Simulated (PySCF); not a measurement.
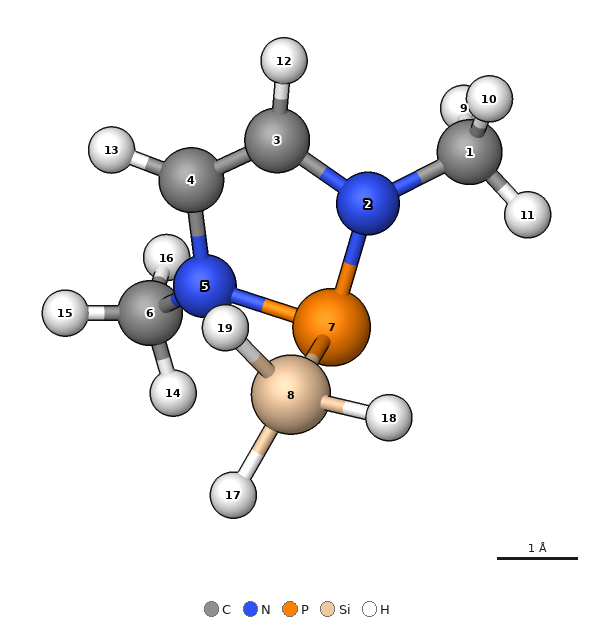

Figure 1. The structure as given in the input (ball-and-stick view, seen at a tilt; atoms are numbered from 1 in the order of the input). Bond lengths as drawn: C–C 1.30 Å, C–H 1.07 to 1.11 Å, C–N 1.40 to 1.47 Å, H–Si 1.46 to 1.48 Å, N–P 1.72 to 1.73 Å and P–Si 2.27 Å.

**Run report: C₄H₁₁N₂PSi, geometry relaxation**

System: C₄H₁₁N₂PSi, SMILES CN1C=CN(C)P1[SiH3].
Method: PBE0-D3(BJ)/def2-SVP geometry optimisation, gas phase (PySCF 2.14.0).

Log
```
step   0  E = -898.40959248  max force = 0.060062
step   1  E = -898.41872190  max force = 0.007392
step   2  E = -898.41898092  max force = 0.001634
step   3  E = -898.41903615  max force = 0.001857
step   4  E = -898.41910403  max force = 0.005822
step   5  E = -898.41920706  max force = 0.002920
step   6  E = -898.41930153  max force = 0.001035
step   7  E = -898.41933662  max force = 0.000928
step   8  E = -898.41935569  max force = 0.000425
step   9  E = -898.41936762  max force = 0.000546
step  10  E = -898.41937053  max force = 0.000314
optimisation converged
```

Trajectory as extended XYZ (Å, eV, eV/Å), 6 of the 11 frames kept, from step=0 to step=10
```
19
Properties=species:S:1:pos:R:3:forces:R:3 step=0 energy=-24446.97023
C     2.1232   -1.2250   -1.0491   -1.5123   1.4239   0.1645
N     0.9876   -0.7590   -0.2343    1.0945  -0.3489  -0.1558
C     1.2463    0.1474    0.7988    2.7922  -1.9183   0.3702
C     0.3855    1.1069    0.9638   -3.0885   1.5509  -0.5241
N    -0.7289    1.0342    0.0585    0.5229   0.9139   0.4577
C    -1.2310    2.2941   -0.4759    0.2949  -0.8690   0.0067
P    -0.5825   -0.4231   -0.8611   -0.5436  -0.2177  -0.4993
Si   -1.7141   -1.7446    0.5951   -0.2704   0.2891  -0.1451
H     2.6658   -0.3656   -1.4754    0.1891  -0.0633  -0.1784
H     2.7806   -1.7982   -0.4306    0.7306  -0.7096   0.5180
H     1.7054   -1.8289   -1.8461    0.0979  -0.3956  -0.4103
H     2.1655    0.0054    1.3956   -0.3627   0.0411  -0.1777
H     0.3285    1.8979    1.6948    0.3325   0.2274   0.4393
H    -2.0135    2.0682   -1.2036   -0.1405   0.1083  -0.2094
H    -1.6793    2.8631    0.3336   -0.2508   0.3487   0.3545
H    -0.4471    2.9070   -0.9421    0.1158   0.1305  -0.2124
H    -3.1517   -1.4168    0.4845   -0.3897   0.0674  -0.0567
H    -1.5299   -3.1380    0.2077    0.0951  -0.7627  -0.2408
H    -1.3412   -1.6179    2.0065    0.2930   0.1838   0.4991
19
Properties=species:S:1:pos:R:3:forces:R:3 step=2 energy=-24447.22570
C     2.1032   -1.1683   -1.0505    0.0176   0.0222   0.0171
N     0.9798   -0.7980   -0.2171   -0.0183  -0.0648  -0.0162
C     1.2017    0.0478    0.8859   -0.0049   0.0483   0.0682
C     0.2989    1.0376    1.0326    0.0832  -0.0402  -0.0254
N    -0.7144    1.0583    0.0579   -0.0840  -0.0218   0.0314
C    -1.1138    2.3215   -0.5187    0.0110   0.0411  -0.0208
P    -0.5979   -0.4177   -0.8779    0.0372   0.0168  -0.0076
Si   -1.7972   -1.7349    0.5679   -0.0007   0.0019  -0.0047
H     2.6390   -0.2980   -1.4766   -0.0044   0.0030  -0.0145
H     2.8262   -1.7624   -0.4660   -0.0200   0.0233  -0.0043
H     1.7555   -1.7983   -1.8807   -0.0039  -0.0083   0.0046
H     2.0460   -0.1465    1.5517   -0.0027   0.0005  -0.0200
H     0.2975    1.7849    1.8292   -0.0222  -0.0085   0.0005
H    -1.8903    2.1517   -1.2773   -0.0022  -0.0011   0.0007
H    -1.5513    2.9710    0.2579    0.0205  -0.0114   0.0036
H    -0.2784    2.8707   -0.9951   -0.0031  -0.0024  -0.0151
H    -3.2494   -1.3887    0.4541   -0.0026   0.0079   0.0005
H    -1.6202   -3.1690    0.1761    0.0049  -0.0020   0.0023
H    -1.3476   -1.5429    1.9788   -0.0055  -0.0046  -0.0003
19
Properties=species:S:1:pos:R:3:forces:R:3 step=4 energy=-24447.22905
C     2.1014   -1.1373   -1.0493   -0.0551   0.0967  -0.1324
N     0.9760   -0.8177   -0.1979   -0.0015   0.0608   0.0823
C     1.1917    0.0406    0.9012    0.2994  -0.2120  -0.0100
C     0.2945    1.0277    1.0443   -0.2397   0.1164   0.0188
N    -0.7287    1.0411    0.0762   -0.0528   0.1188  -0.0133
C    -1.0837    2.3084   -0.5309    0.0613  -0.0841  -0.0404
P    -0.5971   -0.4333   -0.8611   -0.1061  -0.0372  -0.0577
Si   -1.8190   -1.7452    0.5684    0.0097   0.0235  -0.0178
H     2.5762   -0.2460   -1.5058   -0.0095  -0.0153   0.0100
H     2.8658   -1.6748   -0.4733    0.1002  -0.0574   0.0988
H     1.7742   -1.8028   -1.8601   -0.0071  -0.0108   0.0056
H     2.0492   -0.1418    1.5525   -0.0152  -0.0045   0.0326
H     0.2778    1.7727    1.8441    0.0433  -0.0165  -0.0221
H    -1.8854    2.1542   -1.2660   -0.0289   0.0030   0.0212
H    -1.4637    2.9961    0.2403   -0.0148   0.0274   0.0226
H    -0.2365    2.8011   -1.0466    0.0055   0.0042   0.0049
H    -3.2650   -1.3796    0.4312    0.0094  -0.0121  -0.0067
H    -1.6429   -3.1788    0.1764   -0.0125  -0.0129  -0.0046
H    -1.3973   -1.5659    1.9888    0.0144   0.0118   0.0080
19
Properties=species:S:1:pos:R:3:forces:R:3 step=6 energy=-24447.23442
C     2.0999   -1.1094   -1.0533    0.0019  -0.0194   0.0071
N     0.9689   -0.8258   -0.1935    0.0242  -0.0061   0.0004
C     1.1809    0.0240    0.9125   -0.0408   0.0063  -0.0532
C     0.2743    1.0089    1.0539   -0.0219   0.0081   0.0340
N    -0.7461    1.0330    0.0813    0.0346  -0.0014   0.0012
C    -1.0602    2.3019   -0.5434    0.0013  -0.0105   0.0067
P    -0.6081   -0.4428   -0.8604    0.0071   0.0031  -0.0092
Si   -1.8253   -1.7511    0.5683    0.0037  -0.0031   0.0140
H     2.5308   -0.2064   -1.5281    0.0007   0.0016  -0.0002
H     2.8941   -1.6006   -0.4671   -0.0090   0.0144  -0.0109
H     1.7969   -1.8061   -1.8473    0.0049  -0.0053   0.0059
H     2.0307   -0.1624    1.5730   -0.0088   0.0008   0.0102
H     0.2616    1.7516    1.8549    0.0097   0.0063   0.0037
H    -1.8902    2.1709   -1.2514   -0.0061   0.0042   0.0068
H    -1.3905    3.0192    0.2255    0.0055   0.0023  -0.0024
H    -0.2056    2.7496   -1.0874   -0.0030  -0.0011  -0.0017
H    -3.2695   -1.3845    0.4261   -0.0036  -0.0055  -0.0019
H    -1.6539   -3.1870    0.1808   -0.0035   0.0028  -0.0029
H    -1.4016   -1.5645    1.9879    0.0031   0.0025  -0.0078
19
Properties=species:S:1:pos:R:3:forces:R:3 step=8 energy=-24447.23590
C     2.1004   -1.1030   -1.0528    0.0002  -0.0130   0.0197
N     0.9660   -0.8287   -0.1938   -0.0040   0.0123  -0.0153
C     1.1721    0.0194    0.9140   -0.0218   0.0125   0.0175
C     0.2648    1.0032    1.0594    0.0191  -0.0164  -0.0030
N    -0.7518    1.0323    0.0832    0.0164  -0.0141  -0.0157
C    -1.0531    2.3031   -0.5436   -0.0129   0.0062   0.0119
P    -0.6101   -0.4415   -0.8646    0.0119   0.0141   0.0075
Si   -1.8248   -1.7539    0.5610   -0.0071  -0.0051  -0.0016
H     2.5083   -0.2002   -1.5477   -0.0007   0.0008  -0.0054
H     2.9079   -1.5598   -0.4575   -0.0078   0.0063  -0.0075
H     1.8135   -1.8258   -1.8293    0.0014  -0.0007  -0.0005
H     2.0147   -0.1714    1.5827    0.0041   0.0003  -0.0048
H     0.2541    1.7430    1.8632   -0.0053   0.0014   0.0005
H    -1.9053    2.1881   -1.2279    0.0014   0.0003  -0.0007
H    -1.3465    3.0325    0.2289    0.0055  -0.0032  -0.0007
H    -0.2030    2.7288   -1.1116   -0.0015  -0.0015  -0.0041
H    -3.2703   -1.3917    0.4202   -0.0011  -0.0005   0.0030
H    -1.6525   -3.1884    0.1696    0.0028   0.0008  -0.0009
H    -1.3970   -1.5672    1.9788   -0.0006  -0.0005   0.0002
19
Properties=species:S:1:pos:R:3:forces:R:3 step=10 energy=-24447.23630
C     2.1008   -1.1110   -1.0496   -0.0045   0.0051  -0.0034
N     0.9668   -0.8236   -0.1956   -0.0056   0.0092  -0.0032
C     1.1733    0.0221    0.9138    0.0142  -0.0124   0.0161
C     0.2676    1.0063    1.0605   -0.0022   0.0049  -0.0028
N    -0.7476    1.0373    0.0833   -0.0015  -0.0006  -0.0091
C    -1.0591    2.3099   -0.5341   -0.0004  -0.0015   0.0000
P    -0.6063   -0.4319   -0.8700   -0.0048   0.0015   0.0049
Si   -1.8226   -1.7548    0.5467   -0.0010   0.0007  -0.0075
H     2.5057   -0.2171   -1.5633   -0.0010  -0.0010  -0.0010
H     2.9099   -1.5523   -0.4461    0.0053  -0.0037   0.0062
H     1.8169   -1.8505   -1.8114   -0.0011   0.0003  -0.0011
H     2.0145   -0.1724    1.5833    0.0032   0.0004  -0.0046
H     0.2547    1.7439    1.8663   -0.0020  -0.0024  -0.0008
H    -1.9273    2.2001   -1.1989   -0.0001  -0.0004   0.0003
H    -1.3311    3.0381    0.2469   -0.0002  -0.0001   0.0021
H    -0.2212    2.7343   -1.1210    0.0005   0.0003  -0.0002
H    -3.2702   -1.3989    0.4102    0.0009   0.0018   0.0010
H    -1.6436   -3.1858    0.1459    0.0016  -0.0011   0.0004
H    -1.3938   -1.5748    1.9650   -0.0014  -0.0010   0.0027
```

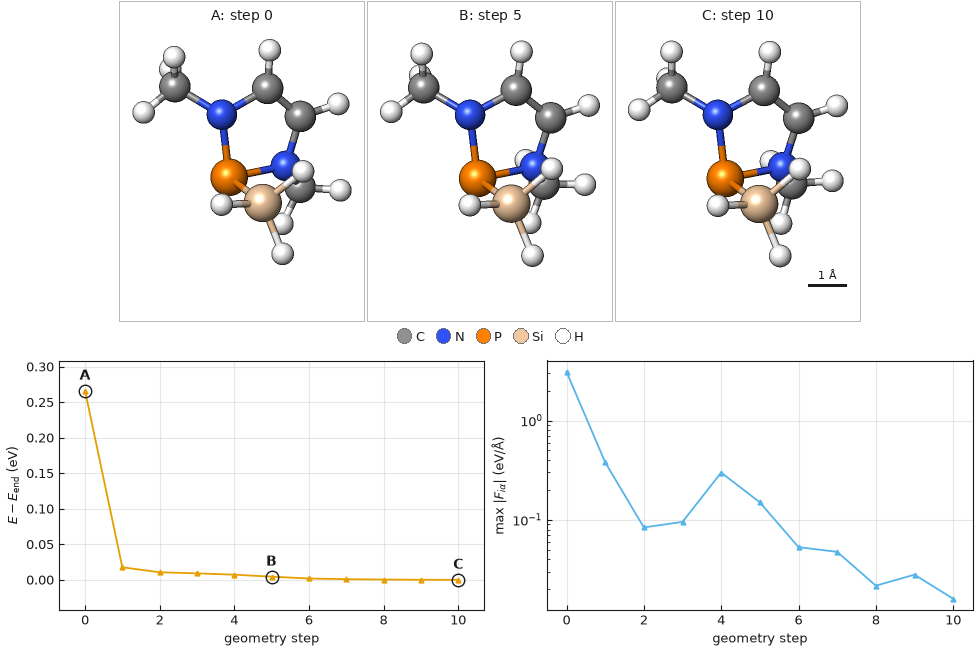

Figure 2. Frames of the relaxation (ball-and-stick view, seen at a tilt) above the curves, on which the letters mark them (steps are counted from 0).

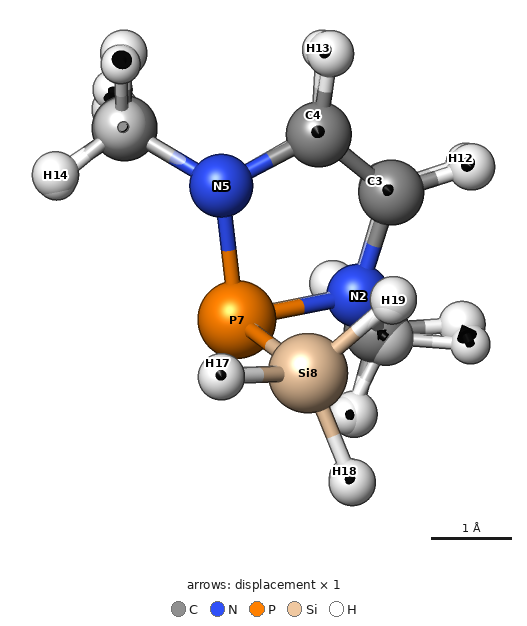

Figure 3. Start (faint) and end (solid) with the displacements as black arrows, at true length (ball-and-stick view, seen at a tilt). The two geometries are laid on each other by the best rigid fit. Over 10 geometry steps the energy falls by 0.266 eV. The largest force component goes from 3.1 to 0.016 eV/Å. The largest moves after the best rigid fit, 0.34 Å, are those of H10 and H15. Largest moves by element: H 0.34 Å, C 0.15 Å, Si 0.08 Å, P 0.06 Å, N 0.05 Å. Among the contacts that change: C3–C4 1.300 → 1.346 Å, Si8–H18 1.458 → 1.497 Å, C1–H10 1.069 → 1.102 Å, N2–P7 1.724 → 1.756 Å. Among the angles that change: C3–C4–H13 131.5° → 125.6°, P7–Si8–H19 116.2° → 111.5°, N5–C4–H13 115.0° → 119.2°. (Atoms are counted from 1 in the order of the input.)

The run was set up as follows.

Input
```
{"job": {"xc": "PBE0", "basis": "def2-SVP", "d3": "d3bj", "grid": 1, "shake": 0.01, "kind": "geom"}, "charge": 0, "multiplicity": 1}
C      2.123240    -1.225020    -1.049050
N      0.987630    -0.759000    -0.234260
C      1.246320     0.147380     0.798850
C      0.385490     1.106900     0.963800
N     -0.728950     1.034220     0.058450
C     -1.230970     2.294080    -0.475930
P     -0.582520    -0.423120    -0.861140
Si    -1.714050    -1.744560     0.595060
H      2.665810    -0.365580    -1.475380
H      2.780600    -1.798170    -0.430630
H      1.705380    -1.828940    -1.846060
H      2.165480     0.005380     1.395630
H      0.328500     1.897880     1.694790
H     -2.013500     2.068210    -1.203590
H     -1.679310     2.863130     0.333630
H     -0.447050     2.906980    -0.942140
H     -3.151730    -1.416780     0.484500
H     -1.529940    -3.138050     0.207680
H     -1.341160    -1.617860     2.006530
```

The first line tells a small driver script what to run in PySCF; the rest is the geometry in Å.

Launch command:
```bash
OMP_NUM_THREADS=1 python <driver script> task.json out
```

Summary

```csv
quantity,value
outcome,converged
total energy,−898.419371 hartree
dipole moment,1.73 D
point group,Cs
hardware,"1 CPU thread, shared host"
wall time,2.8 min
peak memory,0.81 GiB
```
